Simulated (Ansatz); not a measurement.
**Geometry relaxation of AlBH4SO**

- system: AlBH4SO
- method: RKS PBE0-D4/def2-TZVP (Ansatz 0.2.0)

Figures and captions count atoms from 1; the log counts them from 0 in places.

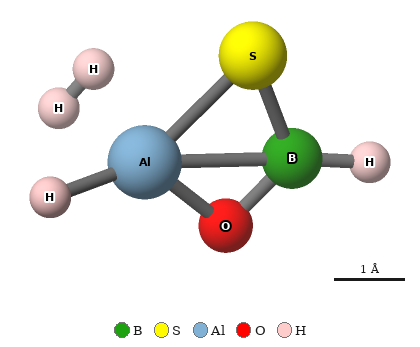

**Figure 1.** The input geometry (ball-and-stick view, seen at an oblique angle). Sticks mark near contacts.

The input
```yaml
crystal:
  periodic: [false, false, false]
  atoms:
    - {symbol: B, position_ang: [-1.095409, 0.015091, -0.916753]}
    - {symbol: S, position_ang: [0.144035, 1.210741, -1.701008]}
    - {symbol: Al, position_ang: [0.977327, 0.145068, 0.031919]}
    - {symbol: O, position_ang: [-0.619635, -0.649624, 0.181874]}
    - {symbol: H, position_ang: [0.634584, 1.637894, 1.736114]}
    - {symbol: H, position_ang: [-2.215181, -0.124652, -1.369822]}
    - {symbol: H, position_ang: [2.337718, -0.238006, 0.742933]}
    - {symbol: H, position_ang: [0.468203, 2.008086, 1.070150]}
basis:
  gaussian: {orbitals: def2-TZVP}
hamiltonian: {xc: pbe0, dispersion: d4}
relax: {f_tol: 0.005, max_steps: 200}
```

Hardware: 2 threads of Arm Neoverse V1, 23 GiB of memory available, shared host.

Command:
```bash
ansatz run in.yaml --threads 2 --pin off --events-out ev --progress --plain --max-ram 4352MiB
```

Log
```
Functional definition: PBE0
  name "PBE0"
  cite "Adamo & Barone, J. Chem. Phys. 110, 6158 (1999) doi:10.1063/1.478522"
  cite "Perdew, Burke & Ernzerhof, Phys. Rev. Lett. 77, 3865 (1996) doi:10.1103/PhysRevLett.77.3865"
  parent pbe
  parameter a = 0.25
  parameter kappa = 0.804
  parameter beta = 0.06672455060314922
  exchange = (1 - a)*pbe_x(kappa = kappa, mu = beta*pi^2/3) + a*exact_x
  correlation = pbe_c(beta = beta)
1046 factors; their error is unknown
mean field evaluation 1: about -20209.5283 eV, gradient 5.6e1 eV
mean field evaluation 2: about -20191.2691 eV, gradient 1.1e2 eV
mean field evaluation 4: about -20215.2088 eV, gradient 5.9e0 eV
mean field evaluation 8: about -20215.3311 eV, gradient 1.5e-1 eV
mean field evaluation 16: about -20215.3311 eV, gradient 2.7e-5 eV
mean field -20215.33112553 eV, -742.8997164198 hartree, gradient 2.7e-5 eV, S^2 0.000000; 0 other end points of the search recorded, 0 dependent functions left out
the calculation of the forces begins
reference -20215.33115826 eV, -742.8997176226 hartree; 23, 23 occupied and 137, 137 virtual orbitals, 1046 factors
relax step   1: F+E_penalty+E_count = -20215.48339043 eV  Δ(F+E_penalty+E_count) = +0.000e0 eV  max|allowed force component| = 6.554e-1 eV/Å  Δτ_max = 0.0000 Å  (27 SCF iters, accepted)
these checks for a lower state are left out or cut short: starts, cluster_reference, orbital_swaps, neighbouring_geometries, increment
1046 factors; their error is unknown
mean field -20215.36624678 eV, -742.9010071016 hartree, gradient 2.5e-5 eV, S^2 0.000000; 0 other end points of the search recorded, 0 dependent functions left out
the calculation of the forces begins
reference -20215.36627941 eV, -742.9010083009 hartree; 23, 23 occupied and 137, 137 virtual orbitals, 1046 factors
relax step   2: F+E_penalty+E_count = -20215.51890180 eV  Δ(F+E_penalty+E_count) = -3.551e-2 eV  max|allowed force component| = 4.996e-1 eV/Å  Δτ_max = 0.0406 Å  (30 SCF iters, accepted)
these checks for a lower state are left out or cut short: starts, cluster_reference, orbital_swaps, neighbouring_geometries, increment
1046 factors; their error is unknown
mean field -20215.34513792 eV, -742.9002313656 hartree, gradient 1.9e-5 eV, S^2 0.000000; 0 other end points of the search recorded, 0 dependent functions left out
the calculation of the forces begins
reference -20215.34517060 eV, -742.9002325665 hartree; 23, 23 occupied and 137, 137 virtual orbitals, 1046 factors
relax step   3: F+E_penalty+E_count = -20215.49761500 eV  Δ(F+E_penalty+E_count) = +2.129e-2 eV  max|allowed force component| = 4.916e-1 eV/Å  Δτ_max = 0.0892 Å  (29 SCF iters, rejected (line search))
these checks for a lower state are left out or cut short: starts, cluster_reference, orbital_swaps, neighbouring_geometries, increment
1046 factors; their error is unknown
mean field evaluation 32: about -20215.3393 eV, gradient 8.8e-3 eV
mean field -20215.37676077 eV, -742.9013934839 hartree, gradient 2.2e-5 eV, S^2 0.000000; 0 other end points of the search recorded, 0 dependent functions left out
the calculation of the forces begins
reference -20215.37679339 eV, -742.9013946827 hartree; 23, 23 occupied and 137, 137 virtual orbitals, 1046 factors
relax step   4: F+E_penalty+E_count = -20215.52940075 eV  Δ(F+E_penalty+E_count) = -1.050e-2 eV  max|allowed force component| = 5.991e-2 eV/Å  Δτ_max = 0.0280 Å  (30 SCF iters, accepted)
these checks for a lower state are left out or cut short: starts, cluster_reference, orbital_swaps, neighbouring_geometries, increment
1046 factors; their error is unknown
mean field -20215.37784662 eV, -742.9014333879 hartree, gradient 2.1e-5 eV, S^2 0.000000; 0 other end points of the search recorded, 0 dependent functions left out
the calculation of the forces begins
reference -20215.37787924 eV, -742.9014345869 hartree; 23, 23 occupied and 137, 137 virtual orbitals, 1046 factors
relax step   5: F+E_penalty+E_count = -20215.53025221 eV  Δ(F+E_penalty+E_count) = -8.515e-4 eV  max|allowed force component| = 3.046e-2 eV/Å  Δτ_max = 0.0218 Å  (31 SCF iters, accepted)
these checks for a lower state are left out or cut short: starts, cluster_reference, orbital_swaps, neighbouring_geometries, increment
1046 factors; their error is unknown
mean field -20215.37832520 eV, -742.9014509755 hartree, gradient 2.1e-5 eV, S^2 0.000000; 0 other end points of the search recorded, 0 dependent functions left out
the calculation of the forces begins
reference -20215.37835783 eV, -742.9014521747 hartree; 23, 23 occupied and 137, 137 virtual orbitals, 1046 factors
relax step   6: F+E_penalty+E_count = -20215.53064603 eV  Δ(F+E_penalty+E_count) = -3.938e-4 eV  max|allowed force component| = 2.938e-2 eV/Å  Δτ_max = 0.0202 Å  (30 SCF iters, accepted)
these checks for a lower state are left out or cut short: starts, cluster_reference, orbital_swaps, neighbouring_geometries, increment
1046 factors; their error is unknown
mean field -20215.37830919 eV, -742.9014503872 hartree, gradient 2.1e-5 eV, S^2 0.000000; 0 other end points of the search recorded, 0 dependent functions left out
the calculation of the forces begins
reference -20215.37834183 eV, -742.9014515867 hartree; 23, 23 occupied and 137, 137 virtual orbitals, 1046 factors
relax step   7: F+E_penalty+E_count = -20215.53057430 eV  Δ(F+E_penalty+E_count) = +7.173e-5 eV  max|allowed force component| = 3.242e-2 eV/Å  Δτ_max = 0.0131 Å  (31 SCF iters, rejected (line search))
these checks for a lower state are left out or cut short: starts, cluster_reference, orbital_swaps, neighbouring_geometries, increment
1046 factors; their error is unknown
mean field evaluation 64: about -20215.3785 eV, gradient 2.2e-5 eV
mean field -20215.37845282 eV, -742.9014556654 hartree, gradient 2.2e-5 eV, S^2 0.000000; 0 other end points of the search recorded, 0 dependent functions left out
the calculation of the forces begins
reference -20215.37848545 eV, -742.9014568645 hartree; 23, 23 occupied and 137, 137 virtual orbitals, 1046 factors
relax step   8: F+E_penalty+E_count = -20215.53078387 eV  Δ(F+E_penalty+E_count) = -1.378e-4 eV  max|allowed force component| = 1.848e-2 eV/Å  Δτ_max = 0.0065 Å  (24 SCF iters, accepted)
these checks for a lower state are left out or cut short: starts, cluster_reference, orbital_swaps, neighbouring_geometries, increment
1046 factors; their error is unknown
mean field -20215.37854655 eV, -742.9014591098 hartree, gradient 2.1e-5 eV, S^2 0.000000; 0 other end points of the search recorded, 0 dependent functions left out
the calculation of the forces begins
reference -20215.37857917 eV, -742.9014603087 hartree; 23, 23 occupied and 137, 137 virtual orbitals, 1046 factors
relax step   9: F+E_penalty+E_count = -20215.53092505 eV  Δ(F+E_penalty+E_count) = -1.412e-4 eV  max|allowed force component| = 4.223e-3 eV/Å  Δτ_max = 0.0156 Å  (31 SCF iters, accepted)
these checks for a lower state are left out or cut short: starts, cluster_reference, orbital_swaps, neighbouring_geometries, increment
1046 factors; their error is unknown
mean field -20215.37859652 eV, -742.9014609462 hartree, gradient 1.1e-5 eV, S^2 0.000000; 0 other end points of the search recorded, 0 dependent functions left out
the calculation of the forces begins
reference -20215.37862914 eV, -742.9014621451 hartree; 23, 23 occupied and 137, 137 virtual orbitals, 1046 factors
relax step  10: F+E_penalty+E_count = -20215.53093258 eV  Δ(F+E_penalty+E_count) = -7.527e-6 eV  max|allowed force component| = 1.274e-2 eV/Å  Δτ_max = 0.0100 Å  (25 SCF iters, accepted)
these checks for a lower state are left out or cut short: starts, cluster_reference, orbital_swaps, neighbouring_geometries, increment
1046 factors; their error is unknown
mean field -20215.37859427 eV, -742.9014608635 hartree, gradient 1.0e-5 eV, S^2 0.000000; 0 other end points of the search recorded, 0 dependent functions left out
the calculation of the forces begins
reference -20215.37862689 eV, -742.9014620624 hartree; 23, 23 occupied and 137, 137 virtual orbitals, 1046 factors
relax step  11: F+E_penalty+E_count = -20215.53094356 eV  Δ(F+E_penalty+E_count) = -1.098e-5 eV  max|allowed force component| = 4.625e-3 eV/Å  Δτ_max = 0.0020 Å  (23 SCF iters, accepted)
1046 factors; their error is unknown
mean field evaluation 96: about -20215.3786 eV, gradient 1.1e-2 eV
```

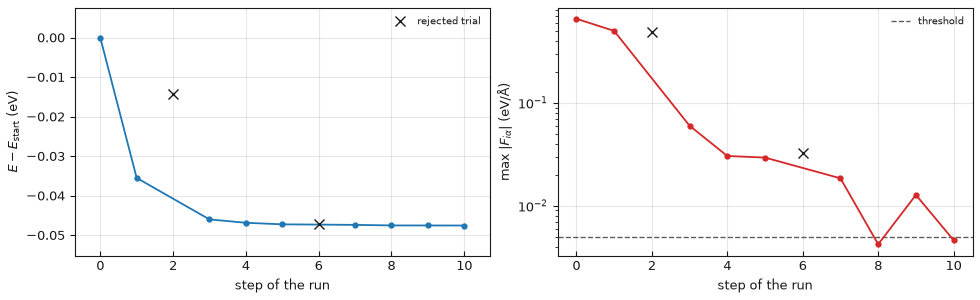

**Figure 2.** Progress of the relaxation, step by step (the first geometry is step 0 here and step 1 in the log).

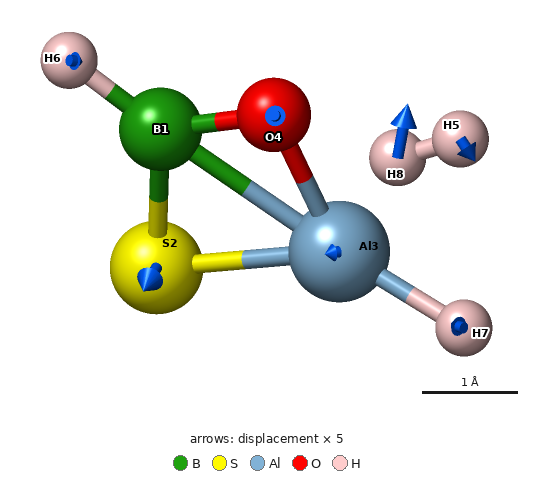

**Figure 3.** The starting structure with the displacements as blue arrows, magnified 5 times (ball-and-stick view, seen at a tilt). The two geometries are laid on each other by the best rigid fit. The energy falls by 0.048 eV in 10 geometry steps. Largest force component: 0.66 eV/Å at the start, 0.0046 eV/Å at the end. The line search rejected the trial steps at points 2, 6 (counted from 0) and went back. H8 moves most after the best rigid fit: 0.12 Å. Largest moves by element: H 0.12 Å, S 0.09 Å, O 0.05 Å, Al 0.03 Å, B 0.01 Å. Among the contacts that change: Al3–O4 1.790 → 1.749 Å, B1–Al3 2.283 → 2.255 Å, S2–Al3 2.198 → 2.172 Å, H5–H8 0.780 → 0.757 Å. (Atoms are counted from 1 in the order of the input.)

```
mean field -20215.37859427 eV, -742.9014608635 hartree, gradient 1.0e-5 eV, S^2 0.000000; 1 other end points of the search recorded, 0 dependent functions left out
the calculation of the forces begins
reference -20215.37862689 eV, -742.9014620624 hartree; 23, 23 occupied and 137, 137 virtual orbitals, 1046 factors
Total energy: -20215.53097619 eV, -742.9070607958 hartree
Atom 0 at    -1.087622     0.024524    -0.923215 Å, force    -0.000028    -0.004625    -0.002330 eV/Å
Atom 1 at     0.171866     1.136679    -1.751334 Å, force    -0.000411     0.001674     0.000859 eV/Å
Atom 2 at     0.966176     0.131521     0.002517 Å, force     0.000154    -0.001251    -0.000872 eV/Å
Atom 3 at    -0.610803    -0.603145     0.184966 Å, force     0.000337     0.003062     0.000428 eV/Å
Atom 4 at     0.691724     1.633889     1.738755 Å, force    -0.001973     0.002342    -0.003805 eV/Å
Atom 5 at    -2.196921    -0.101664    -1.347453 Å, force     0.000277     0.001132     0.001242 eV/Å
Atom 6 at     2.316445    -0.206945     0.723543 Å, force    -0.000321    -0.000211     0.000571 eV/Å
Atom 7 at     0.380778     1.989739     1.147628 Å, force     0.001966    -0.002124     0.003906 eV/Å
Dipole moment:     0.323129     0.129534     0.383562 e Å
```

Trajectory as extended XYZ (Å, eV, eV/Å), 11 frames, from step=1 to step=11
```
8
Properties=species:S:1:pos:R:3:forces:R:3 step=1 energy=-20215.48339
B    -1.0954    0.0151   -0.9168   -0.1437  -0.1200   0.1275
S     0.1440    1.2107   -1.7010   -0.0271  -0.4132   0.4216
Al    0.9773    0.1451    0.0319   -0.6376  -0.2439  -0.1292
O    -0.6196   -0.6496    0.1819    0.5446   0.6554  -0.5212
H     0.6346    1.6379    1.7361   -0.1166   0.2880  -0.5540
H    -2.2152   -0.1247   -1.3698    0.4573   0.0581   0.1802
H     2.3377   -0.2380    0.7429   -0.1771   0.0738  -0.0996
H     0.4682    2.0081    1.0701    0.1003  -0.2982   0.5748
8
Properties=species:S:1:pos:R:3:forces:R:3 step=2 energy=-20215.51890
B    -1.0906    0.0202   -0.9144    0.0120   0.0372   0.1408
S     0.1569    1.1859   -1.7079   -0.0116  -0.1664   0.0737
Al    0.9800    0.1403    0.0167   -0.4996  -0.1452  -0.0113
O    -0.6175   -0.6115    0.1958    0.3818   0.2432  -0.2499
H     0.6302    1.6247    1.7261    0.0041   0.0216  -0.0403
H    -2.1978   -0.1183   -1.3565    0.1366   0.0085   0.0370
H     2.3293   -0.2292    0.7268   -0.0165   0.0144  -0.0207
H     0.4411    1.9925    1.0888   -0.0068  -0.0132   0.0707
8
Properties=species:S:1:pos:R:3:forces:R:3 step=3 energy=-20215.49762 accepted=F
B    -1.1027    0.0442   -0.8965    0.4368  -0.4916  -0.2755
S     0.1696    1.1459   -1.7234   -0.1221   0.2748   0.0022
Al    0.9614    0.1386    0.0192   -0.1011  -0.2761  -0.0993
O    -0.5902   -0.6748    0.1392   -0.0567   0.3615   0.2187
H     0.6488    1.6519    1.7350    0.0965  -0.1675   0.2648
H    -2.1938   -0.0997   -1.3416   -0.2261   0.1276   0.0562
H     2.3067   -0.2206    0.7233    0.0846   0.0244   0.0851
H     0.4320    2.0192    1.1202   -0.1119   0.1469  -0.2524
8
Properties=species:S:1:pos:R:3:forces:R:3 step=4 energy=-20215.52940
B    -1.0885    0.0234   -0.9148    0.0599   0.0266  -0.0164
S     0.1626    1.1651   -1.7258   -0.0339  -0.0376   0.0055
Al    0.9675    0.1344    0.0081    0.0023  -0.0027  -0.0039
O    -0.6033   -0.6119    0.1851   -0.0471  -0.0031  -0.0148
H     0.6412    1.6305    1.7373    0.0209  -0.0223   0.0259
H    -2.1932   -0.1131   -1.3478    0.0012   0.0053   0.0125
H     2.3149   -0.2241    0.7212    0.0229   0.0078   0.0041
H     0.4303    2.0002    1.1122   -0.0262   0.0260  -0.0129
8
Properties=species:S:1:pos:R:3:forces:R:3 step=5 energy=-20215.53025
B    -1.0889    0.0214   -0.9195    0.0305   0.0244  -0.0200
S     0.1638    1.1533   -1.7353   -0.0052  -0.0130  -0.0061
Al    0.9674    0.1278    0.0024   -0.0041   0.0082   0.0013
O    -0.6063   -0.6136    0.1810   -0.0125  -0.0154   0.0172
H     0.6535    1.6345    1.7441    0.0175  -0.0193   0.0251
H    -2.1954   -0.1091   -1.3483   -0.0122  -0.0002   0.0046
H     2.3163   -0.2186    0.7210    0.0072   0.0026  -0.0008
H     0.4213    2.0089    1.1300   -0.0211   0.0127  -0.0212
8
Properties=species:S:1:pos:R:3:forces:R:3 step=6 energy=-20215.53065
B    -1.0879    0.0224   -0.9213   -0.0022   0.0133  -0.0261
S     0.1673    1.1439   -1.7434    0.0100  -0.0004  -0.0063
Al    0.9683    0.1248   -0.0005   -0.0003   0.0144   0.0047
O    -0.6076   -0.6120    0.1805    0.0056  -0.0175   0.0294
H     0.6663    1.6355    1.7449   -0.0015   0.0070  -0.0139
H    -2.1968   -0.1031   -1.3461   -0.0088  -0.0006   0.0031
H     2.3183   -0.2141    0.7214   -0.0043   0.0004  -0.0043
H     0.4037    2.0072    1.1399    0.0016  -0.0167   0.0134
8
Properties=species:S:1:pos:R:3:forces:R:3 step=7 energy=-20215.53057 accepted=F
B    -1.0867    0.0213   -0.9231    0.0201   0.0129  -0.0061
S     0.1718    1.1346   -1.7515   -0.0016   0.0189  -0.0052
Al    0.9678    0.1293    0.0006    0.0149  -0.0210  -0.0119
O    -0.6053   -0.6136    0.1783   -0.0101   0.0001   0.0324
H     0.6669    1.6348    1.7467    0.0079  -0.0082   0.0060
H    -2.1986   -0.0955   -1.3400   -0.0223  -0.0099  -0.0112
H     2.3185   -0.2119    0.7192   -0.0005   0.0089   0.0076
H     0.3974    2.0056    1.1452   -0.0083  -0.0017  -0.0116
8
Properties=species:S:1:pos:R:3:forces:R:3 step=8 energy=-20215.53078
B    -1.0875    0.0226   -0.9218   -0.0018   0.0134  -0.0159
S     0.1690    1.1415   -1.7462    0.0037  -0.0017  -0.0021
Al    0.9680    0.1274    0.0003   -0.0007   0.0042   0.0018
O    -0.6077   -0.6100    0.1815    0.0044  -0.0090   0.0185
H     0.6696    1.6344    1.7442    0.0013   0.0015  -0.0073
H    -2.1972   -0.1016   -1.3448   -0.0037  -0.0020   0.0006
H     2.3180   -0.2123    0.7215   -0.0014   0.0016  -0.0015
H     0.3993    2.0025    1.1406   -0.0018  -0.0079   0.0060
8
Properties=species:S:1:pos:R:3:forces:R:3 step=9 energy=-20215.53092
B    -1.0873    0.0243   -0.9222   -0.0014   0.0015  -0.0042
S     0.1715    1.1383   -1.7493   -0.0008   0.0003  -0.0017
Al    0.9669    0.1310    0.0027   -0.0010  -0.0003  -0.0019
O    -0.6098   -0.6041    0.1852    0.0007  -0.0004   0.0025
H     0.6828    1.6311    1.7387    0.0015   0.0016   0.0019
H    -2.1967   -0.1014   -1.3463    0.0013  -0.0001   0.0017
H     2.3175   -0.2085    0.7223    0.0005   0.0002   0.0021
H     0.3868    1.9939    1.1442   -0.0007  -0.0028  -0.0003
8
Properties=species:S:1:pos:R:3:forces:R:3 step=10 energy=-20215.53093
B    -1.0877    0.0241   -0.9239   -0.0044   0.0004   0.0031
S     0.1716    1.1361   -1.7522    0.0024   0.0012  -0.0015
Al    0.9660    0.1316    0.0020    0.0010   0.0005   0.0034
O    -0.6114   -0.6019    0.1855    0.0023  -0.0014  -0.0023
H     0.6921    1.6343    1.7407   -0.0049   0.0043  -0.0127
H    -2.1970   -0.1021   -1.3480    0.0007  -0.0008  -0.0001
H     2.3163   -0.2058    0.7235   -0.0007  -0.0019  -0.0010
H     0.3819    1.9883    1.1478    0.0036  -0.0024   0.0112
8
Properties=species:S:1:pos:R:3:forces:R:3 step=11 energy=-20215.53094
B    -1.0876    0.0245   -0.9232    0.0000  -0.0046  -0.0023
S     0.1719    1.1367   -1.7513   -0.0004   0.0017   0.0009
Al    0.9662    0.1315    0.0025    0.0002  -0.0013  -0.0009
O    -0.6108   -0.6031    0.1850    0.0003   0.0031   0.0004
H     0.6917    1.6339    1.7388   -0.0020   0.0023  -0.0038
H    -2.1969   -0.1017   -1.3475    0.0003   0.0011   0.0012
H     2.3164   -0.2069    0.7235   -0.0003  -0.0002   0.0006
H     0.3808    1.9897    1.1476    0.0020  -0.0021   0.0039
```

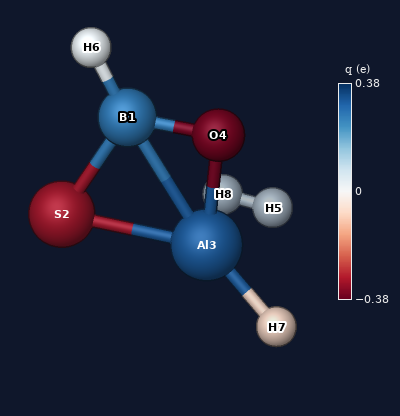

**Figure 4.** Mulliken charges, as the colour of each atom (ball-and-stick view, seen at a tilt; atoms are numbered from 1 in the order of the input). By element: B +0.27, S −0.31, Al +0.31, O −0.36 and H −0.07 to +0.07 e.

Key numbers

```tsv
quantity	value
outcome	converged
total energy	−20215.5310 eV
mean-field energy	−20215.3786 eV
dispersion energy	−0.1523 eV
SCF solution under orbital rotations	stable
largest force (length of the vector) at the end	0.005 eV/Å
dipole moment	2.49 D
wall time	55 s (CPU time 97 s)
peak memory	0.34 GiB
```
